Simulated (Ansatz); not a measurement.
GaN (wurtzite)

```xyz
4
Lattice="3.1831 0.0000 0.0000 -1.5916 2.7567 0.0000 0.0000 0.0000 5.1836" Properties=species:S:1:pos:R:3 pbc="T T T"
Ga     1.5916     0.9189     0.0051
Ga     0.0000     1.8378     2.5969
N      1.5916     0.9189     3.2357
N      0.0000     1.8378     0.6439
```

The atoms are displaced by Q × the pattern below (from a DFPT mode at Γ, largest move 1; Q in Å), at fixed cell. It is one choice among 2 degenerate patterns.

```json
[
 {"atom": "Ga1", "x": "0.000", "y": "0.162", "z": "0.000"},
 {"atom": "Ga2", "x": "0.000", "y": "-0.162", "z": "0.000"},
 {"atom": "N3", "x": "0.000", "y": "1.000", "z": "0.000"},
 {"atom": "N4", "x": "0.000", "y": "-1.000", "z": "0.000"}
]
```

The numbers are results of r2SCAN (plane waves to 500 eV, PAW, scalar-relativistic; Ansatz, a quantum-chemistry and plane-wave program), not measurements. k mesh 12×12×7 (Γ-centred), Fermi-Dirac smearing 0.05 eV. The energy includes the smearing's −TS. GaN was relaxed with its symmetry unable to fall. The zero of ΔE is the undisplaced structure.

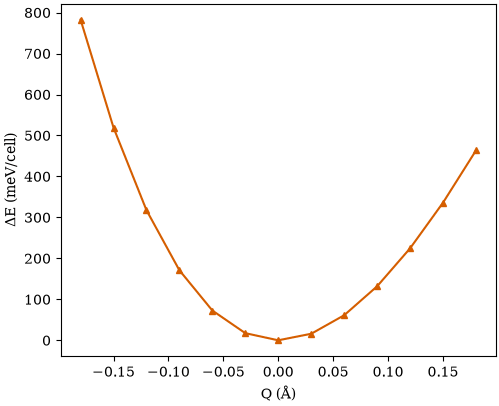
ΔE (meV/cell) against Q (Å); one marker a computed point.

Q: Is the energy the same for displacements of ±0.180 Å, and if not, which side lies higher?

A: Not even: the negative side lies higher at ±0.180 Å.

Q: What is the energy change at Q = 0.180 Å?

A: About 460 meV/cell.

Q: What harmonic wavenumber does the curvature at Q = 0 give?

A: About 560 cm⁻¹.

(For displaced atoms, the force is minus the slope of the energy, and its curvature is a force constant, which sets phonon frequencies.)
